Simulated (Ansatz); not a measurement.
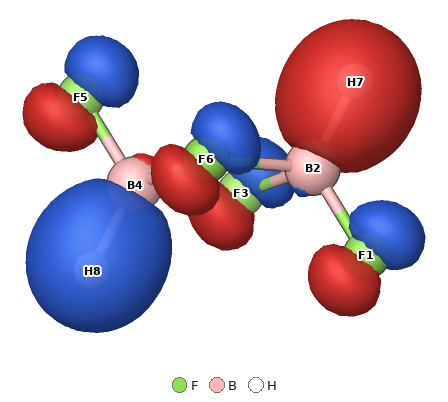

Figure 1: B2F4H2 (SMILES F[BH-]1[F+][BH-](F)[F+]1). The HOMO at ±0.15 Å⁻³ᐟ² (red and blue are the two phases), seen at a tilt.

Geometry: PBE0-D4/def2-TZVP.

These are results of Ansatz, RKS PBE0-D4/def2-TZVPP, not measurements.

```tsv
atom	x (Å)	y (Å)	z (Å)
F	1.0549	-1.4622	1.0577
B	0.9889	-0.3048	0.4289
F	0.2485	-0.4826	-0.9147
B	-0.9889	0.3048	-0.4289
F	-1.0550	1.4622	-1.0578
F	-0.2484	0.4827	0.9147
H	1.9322	0.4059	0.3103
H	-1.9321	-0.4060	-0.3103
```

Where does this orbital lie, and at what energy?

Answer. It lies mainly on H7 (about 20 %), H8 (about 20 %), B2 (about 15 %), B4 (about 15 %), F5 (about 10 %) and F1 (about 10 %); it is ungerade (odd under inversion). Its energy is −10.38 eV.
